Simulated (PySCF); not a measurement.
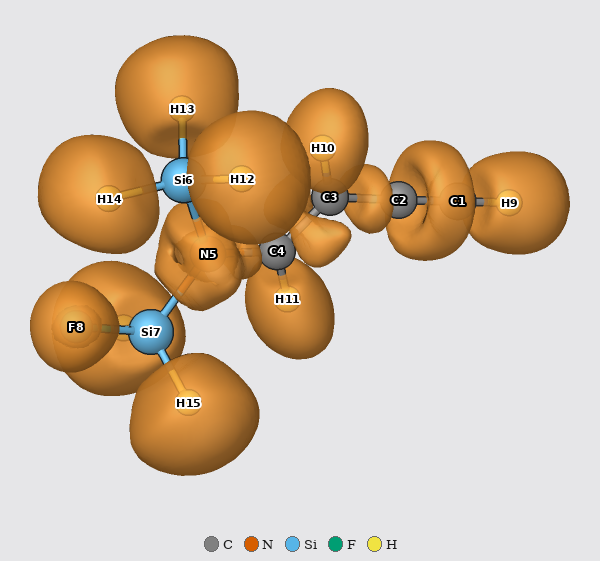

Figure. C$_{4}$H$_{8}$FNSi$_{2}$. Isosurface of the ELF at 0.75 (orange), seen at a tilt. Core shells and regions of very low density are left out.

Geometry: GFN2-xTB.

The calculation used PySCF 2.14.0, CAM-B3LYP/def2-SVPD, SCF density, gas phase.

```json
{"atom": "C", "x (Å)": "3.9930", "y (Å)": "-0.0739", "z (Å)": "0.1297"}
{"atom": "C", "x (Å)": "2.8228", "y (Å)": "0.1981", "z (Å)": "0.0901"}
{"atom": "C", "x (Å)": "1.4613", "y (Å)": "0.5469", "z (Å)": "0.0450"}
{"atom": "C", "x (Å)": "0.4940", "y (Å)": "-0.3766", "z (Å)": "0.0209"}
{"atom": "N", "x (Å)": "-0.8680", "y (Å)": "-0.1428", "z (Å)": "-0.0213"}
{"atom": "Si", "x (Å)": "-1.4658", "y (Å)": "1.5145", "z (Å)": "-0.0419"}
{"atom": "Si", "x (Å)": "-1.8599", "y (Å)": "-1.5678", "z (Å)": "-0.0726"}
{"atom": "F", "x (Å)": "-3.3894", "y (Å)": "-1.0897", "z (Å)": "-0.0440"}
{"atom": "H", "x (Å)": "5.0125", "y (Å)": "-0.3169", "z (Å)": "0.1643"}
{"atom": "H", "x (Å)": "1.2396", "y (Å)": "1.6048", "z (Å)": "0.0313"}
{"atom": "H", "x (Å)": "0.7732", "y (Å)": "-1.4234", "z (Å)": "0.0356"}
{"atom": "H", "x (Å)": "-0.9976", "y (Å)": "2.1646", "z (Å)": "1.1853"}
{"atom": "H", "x (Å)": "-0.9293", "y (Å)": "2.1645", "z (Å)": "-1.2414"}
{"atom": "H", "x (Å)": "-2.9162", "y (Å)": "1.4384", "z (Å)": "-0.0888"}
{"atom": "H", "x (Å)": "-1.6818", "y (Å)": "-2.3620", "z (Å)": "1.1330"}
{"atom": "H", "x (Å)": "-1.6959", "y (Å)": "-2.2698", "z (Å)": "-1.3366"}
```

**What do the ELF domains correspond to?**

The ELF exceeds this value in three regions between bonded C–C atoms (shared pairs), eight regions around hydrogen nuclei, one region on N in which the atom's valence shell and bonds are merged and one region wrapped around F (its lone pairs, merged into a ring or cap). Profiles from the grid: C–C (1.20 Å): the ELF peaks at about 0.80 between the atoms; a short, multiple covalent bond. C–N (1.38 Å): the ELF peaks at about 0.90 between the atoms, as expected for a covalent bond.
